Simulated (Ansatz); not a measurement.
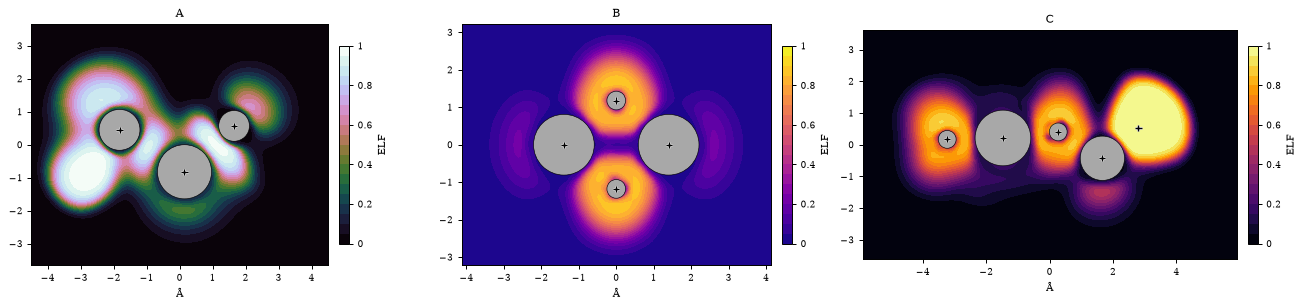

The ELF of 3 systems, each on a plane through atoms (crosses mark nuclei in the plane; grey discs cover the cores).

These are results of RKS PBE0-D4/def2-TZVPP (Ansatz 0.2.0), not measurements.

System 1: H4O2SiZn (SMILES [OH][Zn][O][SiH3]), the plane of atoms Zn2, O3 and Si4. Geometry: PBE0-D4/def2-TZVP.

| atom | x (Å) | y (Å) | z (Å) |
| --- | --- | --- | --- |
| O | 0.8886 | 2.3993 | -2.0143 |
| Zn | 0.5362 | 1.2494 | -0.7266 |
| O | 0.1640 | 0.2450 | 0.6630 |
| Si | -0.5551 | -1.1420 | 1.1031 |
| H | 1.3256 | 2.0282 | -2.7829 |
| H | -0.5369 | -1.2544 | 2.5856 |
| H | -1.9723 | -1.1988 | 0.6401 |
| H | 0.1498 | -2.3266 | 0.5319 |

System 2: BGeH6P (SMILES [BH2][GeH2][PH2]), the plane of atoms B1, Ge2 and P3. Geometry: PBE0-D4/def2-TZVP.

```xyz
9

B    -1.0399    0.7251   -1.2396
Ge    0.6833    0.2433   -0.2418
P     0.0828   -1.5752    1.1123
H    -1.3680    0.1085   -2.2080
H    -1.7690    1.5756   -0.8259
H     1.2650    1.3792    0.6205
H     1.8010   -0.2929   -1.1561
H     1.2002   -1.4089    1.9735
H    -0.7668   -0.8010    1.9482
```

System 3: Al2F2H4, the plane of atoms F1, Al4 and F3. Geometry: PBE0-D4/def2-TZVP.

```xyz
8

F    -0.7134    0.0547    0.9375
Al    0.1144    1.3935    0.0058
F     0.7126   -0.0546   -0.9381
Al   -0.1145   -1.3935   -0.0058
H    -0.9481    2.1772   -0.8478
H     1.2904    1.9850    0.8654
H     0.9486   -2.1760    0.8480
H    -1.2901   -1.9862   -0.8650
```

Q: Which map belongs to which system?

A: Panel A is system 2, BGeH6P: the plane holds B, Ge and P. Ge–B (2.05 Å): the ELF peaks at about 0.95 between the atoms; a covalent bond. Panel B is system 3, Al2F2H4: the plane holds F and Al. Al–F (1.83 Å): the ELF peaks at about 0.85 in the valence shell of F, 0.5 Å from its nucleus, and is about 0.40 at the midpoint. Panel C is system 1, H4O2SiZn: the plane holds O, Zn, Si and H. Si–O (1.62 Å): the ELF peaks at about 0.85 between the atoms: a short, strongly polar bond.
